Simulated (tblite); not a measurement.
Molecular dynamics of C4H6F2N (charge +1) (part 2 of 3)

Continued. System: C4H6F2N, charge +1, SMILES CC#[N+]CC(F)F. Method: GFN2-xTB Langevin dynamics, gas phase (tblite 0.8.0). 

Geometry of the input (Å):
```
C  2.2678  0.5202  -1.2464
C  1.1948  0.1865  -0.4210
N  0.3409  -0.0953  0.2988
C  -0.8393  -0.3906  0.9639
C  -2.0190  -0.2833  -0.0332
F  -1.8175  -1.1397  -1.0489
F  -2.0409  0.9534  -0.5593
H  3.2152  0.4115  -0.7105
H  2.1669  1.5567  -1.5835
H  2.2786  -0.1361  -2.1225
H  -0.9791  0.3240  1.7815
H  -0.7841  -1.4090  1.3621
H  -2.9887  -0.4979  0.4400
```

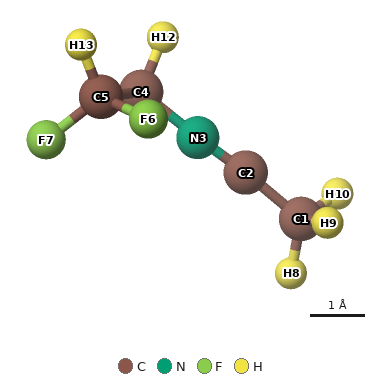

**Figure 1.** The geometry at step 21 of the log (ball-and-stick view, seen at a tilt; atoms are numbered from 1 in the order of the input).

## Trajectory as extended XYZ, continued
```
13
Properties=species:S:1:pos:R:3:forces:R:3 step=13 time_fs=325.0 energy=-640.29690 temperature=284.3
C     1.9933    0.2323   -0.6131   -1.0730   0.0878   0.1453
C     0.7360    0.1300   -0.0106   -0.2266  -0.4219   1.0914
N    -0.1762   -0.0449    0.6827    0.3320  -0.0434  -0.2105
C    -1.4661   -0.3564    1.0886   -0.0570   0.3237  -1.0397
C    -2.3137   -0.4566   -0.2124    0.1580  -0.6811   0.6661
F    -1.8203   -1.4606   -0.9381    0.3531  -0.4796  -0.5509
F    -2.1818    0.6463   -0.9320   -0.1712   0.4672  -0.1847
H     1.8732   -0.3232   -1.5339    0.3949  -0.2348  -0.5119
H     2.7490   -0.2091    0.0337    0.1889   0.1303  -0.0763
H     2.1365    1.2804   -0.8431    0.5204   0.2802  -0.0897
H    -1.8983    0.4104    1.6904   -0.0959   0.8584   0.6055
H    -1.5234   -1.2826    1.6305    0.2814  -0.6104   0.2047
H    -3.3392   -0.7223    0.0255   -0.6052   0.3235  -0.0495
13
Properties=species:S:1:pos:R:3:forces:R:3 step=14 time_fs=350.0 energy=-640.21438 temperature=209.3
C     2.0070    0.2524   -0.6115   -0.1483  -1.0478   1.3115
C     0.8357    0.1146    0.1604    0.8496   0.5345  -0.9335
N    -0.2013    0.0300    0.6348   -1.2455   0.0099   1.0181
C    -1.4923   -0.2110    1.0947   -0.7366   1.1402  -1.1700
C    -2.3805   -0.4440   -0.1846    1.3332  -1.2355   0.5978
F    -1.8525   -1.5104   -0.8397   -0.0236  -0.0116  -0.0840
F    -2.2642    0.5851   -0.9720    0.1681   1.2843  -0.9627
H     1.6997   -0.0294   -1.6042    0.1163  -0.2451  -0.6622
H     2.7269   -0.5051   -0.1829   -0.2662   0.8797  -0.5935
H     2.3848    1.2689   -0.6397    0.2028   0.0390   0.2333
H    -1.9961    0.6229    1.6131    0.7336   0.1506  -0.0506
H    -1.5159   -1.0497    1.7278    0.0691  -1.2705   0.7874
H    -3.4124   -0.6455   -0.0144   -1.0525  -0.2276   0.5083
13
Properties=species:S:1:pos:R:3:forces:R:3 step=15 time_fs=375.0 energy=-640.22493 temperature=230.9
C     2.0516    0.1974   -0.5171   -1.2893   1.1517   0.8572
C     0.8369    0.0712    0.2004    2.6122   0.0718  -1.8273
N    -0.1740   -0.0019    0.7023   -2.6167   0.3045   1.2535
C    -1.4844   -0.1152    1.1350   -0.8677   0.1413   0.0346
C    -2.4077   -0.4301   -0.1090    1.1067  -1.7294  -0.1686
F    -1.8824   -1.5817   -0.7202   -0.4219   1.0483   0.5708
F    -2.3567    0.5157   -1.0367    0.1578   0.2442   0.2267
H     1.8199    0.1568   -1.5734    0.0244  -0.1486  -0.3688
H     2.7398   -0.5620   -0.2252    0.6665  -0.4110   0.1366
H     2.3875    1.2275   -0.2795    0.3432  -0.4700  -0.1522
H    -1.9389    0.7952    1.6069    0.8364  -0.3331  -0.3607
H    -1.4711   -0.9077    1.9062   -0.4031   0.0185  -0.4222
H    -3.4433   -0.6690    0.1399   -0.1485   0.1119   0.2206
13
Properties=species:S:1:pos:R:3:forces:R:3 step=16 time_fs=400.0 energy=-640.21194 temperature=150.2
C     2.1038    0.1397   -0.3554   -2.1684   1.9221  -0.4362
C     0.7799    0.0582    0.1547    2.1462   0.0809  -0.6471
N    -0.1818   -0.0835    0.7536   -2.4523   0.1077   0.5585
C    -1.5565   -0.1253    1.0999    0.7267   1.0645   1.5624
C    -2.4359   -0.4946   -0.0594   -0.9683  -0.4503  -0.7686
F    -1.9223   -1.5925   -0.6316   -0.0224  -0.1929  -0.4680
F    -2.4447    0.5017   -1.0055    0.0424  -0.7423   0.7549
H     2.0257    0.3145   -1.4460    0.1833  -0.0933   0.3366
H     2.5906   -0.7443   -0.1422    1.1899  -1.9020   0.2979
H     2.6138    0.9872    0.1134    0.0259  -0.0024  -0.0826
H    -1.9048    0.8962    1.4073    0.5202  -0.4786  -0.0069
H    -1.6606   -0.7922    1.9939    0.0254   0.2478  -0.7845
H    -3.4956   -0.7429    0.2601    0.7514   0.4387  -0.3163
13
Properties=species:S:1:pos:R:3:forces:R:3 step=17 time_fs=425.0 energy=-640.34935 temperature=230.8
C     2.1417    0.0067   -0.1979   -0.3782  -0.0363   0.3201
C     0.8276   -0.0318    0.2615   -0.7211   0.0398   0.2563
N    -0.2485   -0.1047    0.6737    0.4770   0.3958   0.0121
C    -1.5628   -0.0890    1.1259    0.6679  -1.5186   1.0867
C    -2.4761   -0.5164   -0.0228   -0.8496   0.5265  -0.1514
F    -1.9515   -1.5967   -0.6204   -0.0203   0.0418  -0.0355
F    -2.5302    0.4825   -0.9420   -0.0762  -0.4844   0.2510
H     2.1364    0.3295   -1.2330    0.1905   0.0185  -0.2967
H     2.5319   -1.0024   -0.0898    0.3534  -0.1391  -0.1577
H     2.7167    0.7045    0.4136    0.1262   0.0175  -0.0409
H    -1.7612    0.8590    1.6212   -0.3037   0.1990  -0.2994
H    -1.6413   -0.9081    1.9086    0.0818   0.6971  -0.5511
H    -3.5040   -0.7657    0.3518    0.4523   0.2424  -0.3936
13
Properties=species:S:1:pos:R:3:forces:R:3 step=18 time_fs=450.0 energy=-640.23940 temperature=172.7
C     2.2169   -0.1134   -0.0789   -0.0956  -2.0498   1.4050
C     0.8872   -0.1026    0.3499   -1.8747   0.5311   0.4073
N    -0.2134   -0.0228    0.7355    1.4965  -0.5378  -0.5484
C    -1.5446   -0.1178    1.1623    0.9235  -0.2093  -0.4117
C    -2.5053   -0.5209    0.0341    0.2920   0.4855  -0.7066
F    -2.0108   -1.5831   -0.6296    0.0186   0.1285   0.0793
F    -2.6223    0.4952   -0.8642    0.1009  -0.4581   0.3796
H     2.3765    0.3117   -1.0387    0.0029   0.1833  -0.9060
H     2.4829   -1.2443   -0.0328   -0.0297   1.5585  -0.3468
H     2.8478    0.4103    0.6458    0.0135  -0.0219   0.0143
H    -1.7579    0.8273    1.5973   -0.6429   1.2004   0.1249
H    -1.6381   -0.8180    1.9709    0.1833  -0.7894   0.3992
H    -3.4899   -0.7726    0.4193   -0.3883  -0.0210   0.1096
13
Properties=species:S:1:pos:R:3:forces:R:3 step=19 time_fs=475.0 energy=-640.16149 temperature=165.6
C     2.2802   -0.2715    0.0872    0.9117   0.1002  -0.2879
C     0.9381   -0.1053    0.3613   -1.7561  -0.4220   0.8977
N    -0.1495    0.0069    0.7632    1.0779  -0.7493  -0.7713
C    -1.4899   -0.1439    1.1336    1.1681   1.6958   0.0273
C    -2.4575   -0.4936    0.0234   -0.2833  -0.3312  -0.4210
F    -2.0218   -1.5295   -0.7261    0.1048   0.1731   0.2260
F    -2.6936    0.5241   -0.8070    0.3132   0.2932  -0.1409
H     2.4985    0.3190   -0.8214    0.1504  -0.5302  -0.0345
H     2.6014   -1.3641    0.0065   -0.4763   1.3708   0.0077
H     2.8451    0.2549    0.8800    0.0089  -0.4144  -0.0828
H    -1.7108    0.8381    1.5681   -0.6016   0.1955  -0.1373
H    -1.5373   -0.8198    1.9519   -0.0356  -1.0395   0.6035
H    -3.4014   -0.7497    0.4938   -0.5821  -0.3420   0.1134
13
Properties=species:S:1:pos:R:3:forces:R:3 step=20 time_fs=500.0 energy=-640.20209 temperature=206.6
C     2.3563   -0.3366    0.1619   -0.4844   1.0100  -1.1951
C     0.9796   -0.1770    0.3966    0.8270  -0.5306   0.2571
N    -0.1400   -0.0711    0.6246   -1.9231  -0.0883   0.8553
C    -1.4912   -0.1039    1.1291    1.1667   0.9008  -0.1216
C    -2.5079   -0.4896    0.0100   -0.1859  -0.8029   1.4465
F    -1.9907   -1.4453   -0.7575    0.3730  -0.6003  -0.2706
F    -2.7491    0.5302   -0.7557   -0.2299   1.4267  -0.9351
H     2.5677    0.3941   -0.6658    0.1863  -0.4712   0.4485
H     2.6031   -1.3332   -0.2127   -0.1048  -0.0004   0.1659
H     2.9722   -0.0590    1.0148   -0.1030  -0.0861   0.1424
H    -1.7125    0.9314    1.5286    0.0691  -0.8939  -0.5130
H    -1.5081   -0.8077    1.9722   -0.0232  -0.0071  -0.2759
H    -3.4760   -0.8608    0.4336    0.4321   0.1432  -0.0045
13
Properties=species:S:1:pos:R:3:forces:R:3 step=21 time_fs=525.0 energy=-640.09711 temperature=155.1
C     2.2964   -0.2951    0.1115    0.6623  -0.2178   0.4722
C     0.9533   -0.2620    0.4360    1.6023   0.7887  -0.6182
N    -0.1598   -0.1846    0.6468   -1.9108   0.4661   0.4743
C    -1.4525   -0.0123    1.0702   -1.0312   0.3325   0.8306
C    -2.5279   -0.4859   -0.0210    0.7364  -0.1367   1.5511
F    -1.9537   -1.4340   -0.7804   -0.0636   0.3669  -0.3129
F    -2.9138    0.5732   -0.7005    0.1012   0.2717  -0.8285
H     2.7589    0.5082   -0.4698   -0.5623   0.2137   0.1323
H     2.3839   -1.1882   -0.4668    0.4711  -0.9325  -0.6144
H     2.8780   -0.4225    1.0348    0.0165   0.0264  -0.0640
H    -1.6408    1.0827    1.3656    0.2232  -1.2646  -0.6352
H    -1.5622   -0.6084    2.0071   -0.1411   0.1923  -0.5222
H    -3.4114   -0.9198    0.4611   -0.1041  -0.1067   0.1349
13
Properties=species:S:1:pos:R:3:forces:R:3 step=22 time_fs=550.0 energy=-640.16526 temperature=221.9
C     2.2925   -0.3604    0.0618    0.1309   0.5622   0.2001
C     0.9413   -0.2847    0.3789   -1.4754   0.3980   0.3486
N    -0.1708   -0.1789    0.7025    1.0255   0.3958  -0.6408
C    -1.4844    0.0579    1.0519   -0.9730   1.0159  -0.0036
C    -2.5574   -0.4925    0.0322    0.6114   1.3850  -0.5633
F    -1.9432   -1.3062   -0.8086    0.0298  -0.6936  -0.3438
F    -3.0167    0.5602   -0.7526    0.4306  -0.8742   0.9548
H     2.6824    0.6207   -0.2617   -0.2404  -0.1295   0.0775
H     2.4467   -1.0434   -0.7562    0.1468  -0.4897  -0.3009
H     2.8563   -0.6513    0.9504    0.0921  -0.2085  -0.0213
H    -1.7776    1.1615    1.1083    0.8899  -0.9470   0.0047
H    -1.5884   -0.3650    2.0466   -0.3711  -0.1985   0.2083
H    -3.4088   -0.9531    0.5192   -0.2970  -0.2158   0.0798
13
Properties=species:S:1:pos:R:3:forces:R:3 step=23 time_fs=575.0 energy=-640.15973 temperature=164.7
C     2.2103   -0.5044    0.0160    0.0477   0.5540  -0.4731
C     0.8615   -0.3340    0.3271   -0.8923  -0.0659   0.5114
N    -0.2184   -0.1122    0.6882    0.8759   0.4139  -0.3333
C    -1.5367    0.1481    1.0402    0.5181  -1.3692  -0.1126
C    -2.4964   -0.4398   -0.0045   -1.3846  -0.2116  -1.0086
F    -1.9213   -1.2965   -0.8793    0.2164   0.2474   0.5474
F    -3.0909    0.5140   -0.7930    0.7547  -0.2657   0.7267
H     2.5519    0.5315   -0.1336    0.2784  -0.0497  -0.1082
H     2.3834   -1.0464   -0.9308   -0.1944   0.0278   0.3969
H     2.8108   -0.9288    0.8228   -0.2167  -0.1998   0.0027
H    -1.8077    1.1693    1.1588    0.2733   1.2070  -0.0724
H    -1.6671   -0.3316    2.0177   -0.2072  -0.1405  -0.0166
H    -3.3238   -0.9587    0.5036   -0.0692  -0.1475  -0.0602
13
Properties=species:S:1:pos:R:3:forces:R:3 step=24 time_fs=600.0 energy=-640.24737 temperature=169.2
C     2.0697   -0.6565   -0.0353   -0.3543  -0.4975  -0.6736
C     0.7765   -0.3146    0.3384   -0.7856   0.1843   0.4242
N    -0.2927   -0.0762    0.7088   -0.4118   0.1461  -0.0069
C    -1.6491    0.1604    0.9653    0.3079  -1.3439   0.2437
C    -2.6033   -0.4899   -0.0992    0.4409  -1.0590   0.8370
F    -1.8676   -1.3055   -0.8990   -0.2699   0.2732  -0.0226
F    -3.1334    0.4806   -0.7999   -0.3073   0.4809  -0.8332
H     2.6891    0.2162   -0.2185    0.0960   0.1339  -0.0626
H     1.9419   -1.2418   -0.9817    0.3542   0.2854   0.4884
H     2.5236   -1.2832    0.7318    0.1140  -0.0820   0.0076
H    -1.8790    1.1896    0.9498    0.0790   1.5550  -0.1730
H    -1.9261   -0.1667    1.9760    0.3507  -0.3211  -0.0669
H    -3.4215   -1.1010    0.3568    0.3860   0.2446  -0.1620
13
Properties=species:S:1:pos:R:3:forces:R:3 step=25 time_fs=625.0 energy=-640.19576 temperature=142.1
C     1.9241   -0.7539   -0.0033    0.7122  -0.5851   1.0073
C     0.6789   -0.2970    0.3606    1.4710  -0.4684  -0.5070
N    -0.3692   -0.0085    0.6767   -2.7664   0.5581   1.2748
C    -1.7048    0.1849    0.9857   -0.4113   0.6106  -1.1142
C    -2.6169   -0.4881   -0.1354   -0.0535  -0.2784   0.9988
F    -1.9068   -1.2629   -0.9561    0.5675  -0.1684  -0.1685
F    -3.1684    0.4598   -0.8687   -0.2888   0.4174  -0.2724
H     2.6611    0.0515   -0.0726    0.0354  -0.1924   0.0527
H     1.8138   -1.2551   -0.9479    0.1779  -0.2958  -0.6125
H     2.1975   -1.5199    0.7865    0.1213   0.7144  -0.7654
H    -1.9045    1.2745    0.9490    0.0228  -0.2254  -0.0852
H    -2.0297   -0.1422    1.9659    0.4578  -0.3824   0.2528
H    -3.3891   -1.1393    0.3209   -0.0460   0.2957  -0.0611
13
Properties=species:S:1:pos:R:3:forces:R:3 step=26 time_fs=650.0 energy=-640.15270 temperature=143.5
C     1.8413   -0.8526    0.0199   -0.5631   0.1587   0.3327
C     0.5927   -0.3252    0.3585   -0.1252  -0.6983  -0.0264
N    -0.4313    0.1154    0.6482   -1.5908   0.0559   0.6418
C    -1.8198    0.2349    0.9562    0.3972   1.5182  -0.9449
C    -2.6794   -0.4617   -0.1466    0.0896   0.1059  -0.1870
F    -1.8876   -1.2063   -0.9354    0.2112  -0.1946  -0.1608
F    -3.2707    0.4428   -0.9456    0.1199  -0.1464   0.3369
H     2.5012   -0.0195    0.1160    1.0258   0.5382   0.0166
H     1.8454   -1.2015   -0.9969   -0.0913  -0.1182  -0.6576
H     2.1700   -1.6854    0.6455   -0.1874   0.1183   0.2218
H    -2.1423    1.3459    0.9769    0.6750  -1.4379   0.0144
H    -2.0585   -0.2305    1.9000    0.3103  -0.0275   0.4527
H    -3.4219   -1.1377    0.2962   -0.2712   0.1278  -0.0401
13
Properties=species:S:1:pos:R:3:forces:R:3 step=27 time_fs=675.0 energy=-640.14822 temperature=167.0
C     1.7618   -0.8252    0.0094   -0.2602   0.4925  -0.9871
C     0.4904   -0.3619    0.3278   -0.5536   0.8245   0.2978
N    -0.4947    0.1599    0.6518    0.5854  -0.0685  -0.2430
C    -1.8451    0.3373    0.9020   -0.4564  -0.1001   0.1514
C    -2.6807   -0.4482   -0.1653    0.7245   0.6543  -1.3210
F    -1.8127   -1.1783   -0.9495   -0.7145   0.2409   0.5326
F    -3.3121    0.4025   -1.0197    0.3815  -0.6501   0.8282
H     2.5299   -0.0541    0.1571   -0.1383  -0.1409  -0.0349
H     1.7451   -1.1483   -1.0490    0.1083   0.2374   0.1590
H     1.9757   -1.6977    0.5756    0.3523  -0.7939   0.7236
H    -2.2018    1.4085    0.9368    0.6794  -0.9336  -0.0388
H    -2.0178   -0.1926    1.8523   -0.1503   0.5339   0.1329
H    -3.3659   -1.1150    0.3390   -0.5581  -0.2964  -0.2007
13
Properties=species:S:1:pos:R:3:forces:R:3 step=28 time_fs=700.0 energy=-639.97038 temperature=173.6
C     1.7637   -0.7555   -0.0214   -0.8726   0.0781   0.4254
C     0.4207   -0.3179    0.2536    1.7396   0.2144  -0.3457
N    -0.5571    0.1549    0.6481    1.3984  -0.4298  -0.0027
C    -1.8741    0.3682    0.8623   -0.9590  -0.6014  -1.1651
C    -2.6814   -0.4809   -0.2274    0.8526   1.7483  -0.8826
F    -1.7807   -1.1363   -0.9806   -0.3483  -0.3784   0.0035
F    -3.2360    0.4577   -1.0852    0.1356  -1.2474   1.0135
H     2.5449   -0.0196    0.3475   -0.9512  -0.8317  -0.3705
H     1.9584   -1.0283   -1.0812   -0.3120   0.4904   0.4991
H     1.7789   -1.7173    0.5285    0.5159   0.3099  -0.0182
H    -2.1027    1.3679    0.5489   -0.1802   1.0276   0.3576
H    -2.1405    0.1438    1.8777   -0.2497  -0.0436   0.4950
H    -3.3822   -1.1632    0.2064   -0.7691  -0.3366  -0.0093
```
